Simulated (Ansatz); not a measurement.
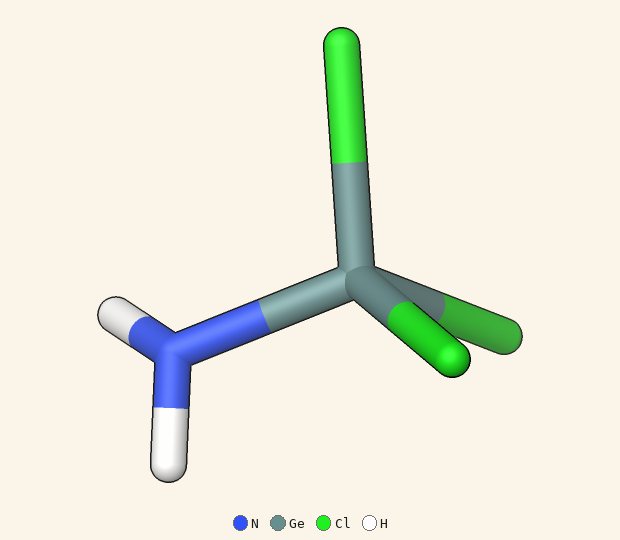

The computed structure is the end point of a PBE0-D4/def2-TZVP optimisation.

Give the formula.

Cl₃GeH₂N, 7 atoms: 3 chlorine, 1 germanium, 2 hydrogen and 1 nitrogen.

What is the point group of this geometry?

Cs.

The parts below concern this one geometry. Atoms keep their numbers from picture to picture.

**Shape**

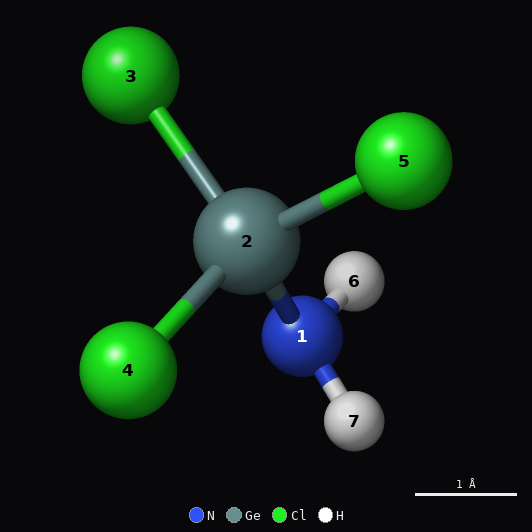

Atoms carry their numbers in the input.

What are the angles Ge2–N1–H6, H6–N1–H7, N1–Ge2–Cl3, N1–Ge2–Cl5, Cl3–Ge2–Cl4, Cl3–Ge2–Cl5?

| angle | degrees |
| --- | --- |
| Ge2–N1–H6 | 114.1 |
| H6–N1–H7 | 110.1 |
| N1–Ge2–Cl3 | 108.1 |
| N1–Ge2–Cl5 | 115.5 |
| Cl3–Ge2–Cl4 | 110.8 |
| Cl3–Ge2–Cl5 | 107.2 |

**Levels of theory compared**

Program: Ansatz 0.2.0.

Tabulate dipole (D), HOMO energy (eV), HOMO–LUMO gap (eV) at these levels: B3LYP-D4/def2-TZVPP; PBE-D4/def2-TZVPP; r2SCAN-D4/def2-TZVPP; ωB97M-V/def2-TZVPP.

```json
{"level": "B3LYP-D4/def2-TZVPP", "dipole (D)": "2.35", "HOMO energy (eV)": "−8.29", "HOMO–LUMO gap (eV)": "6.65"}
{"level": "PBE-D4/def2-TZVPP", "dipole (D)": "2.34", "HOMO energy (eV)": "−7.07", "HOMO–LUMO gap (eV)": "4.75"}
{"level": "r2SCAN-D4/def2-TZVPP", "dipole (D)": "2.39", "HOMO energy (eV)": "−7.44", "HOMO–LUMO gap (eV)": "5.36"}
{"level": "ωB97M-V/def2-TZVPP", "dipole (D)": "2.33", "HOMO energy (eV)": "−10.92", "HOMO–LUMO gap (eV)": "11.65"}
```

**Vibrations**

Harmonic vibrations computed with RKS PBE0-D4/def2-TZVP (Ansatz 0.2.0) at a stationary point of the same level.

List the wavenumbers.

15 modes: 96, 128, 167, 175, 203, 224, 409, 441, 458, 541, 743, 915, 1569, 3557, 3658 cm⁻¹.

**Charges**

The questions are on Mulliken charges. Level of theory: RKS r2SCAN-D4/def2-TZVPP (Ansatz 0.2.0).

List the Mulliken charges.

```csv
atom,value (e)
N1,−0.37
Ge2,0.86
Cl3,−0.26
Cl4,−0.26
Cl5,−0.28
H6,0.16
H7,0.16
```

**Thermal motion**

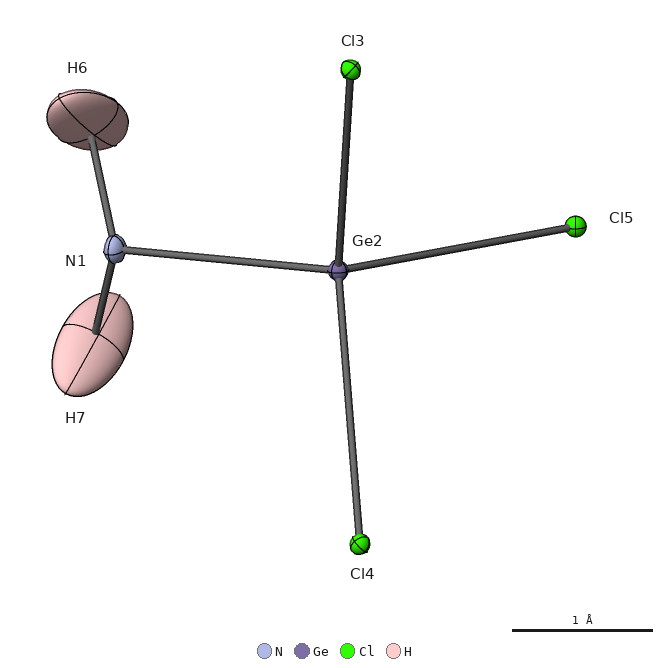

Displacement ellipsoids at the 50 % level, from the internal vibrations of the free molecule (harmonic, no overall translation or rotation; no half-axis is drawn under 0.075 Å). Vibrations computed with RKS PBE0-D4/def2-TZVP (Ansatz 0.2.0). Temperature: 100 K.

Which atom moves most?

H6, H7, with U_eq = 0.0499 Å².

Does H7 move more along its bond or across it?

Across it: the root-mean-square amplitude is 0.092 Å along the bond and up to 0.341 Å across, since bending and torsion are softer than stretching.

Give the displacement parameters, one line for each set of equivalent atoms.

```csv
atom,U_eq (Å²),rms amplitudes (Å)
N1,0.0037,"0.044, 0.067, 0.068"
Ge2,0.00057,"0.023, 0.023, 0.025"
"Cl3, Cl4",0.0016,"0.031, 0.041, 0.046"
Cl5,0.0016,"0.030, 0.039, 0.049"
"H6, H7",0.0496,"0.086, 0.161, 0.340"
```

Mulliken values depend strongly on the basis set and can even reverse the polarity of a bond.
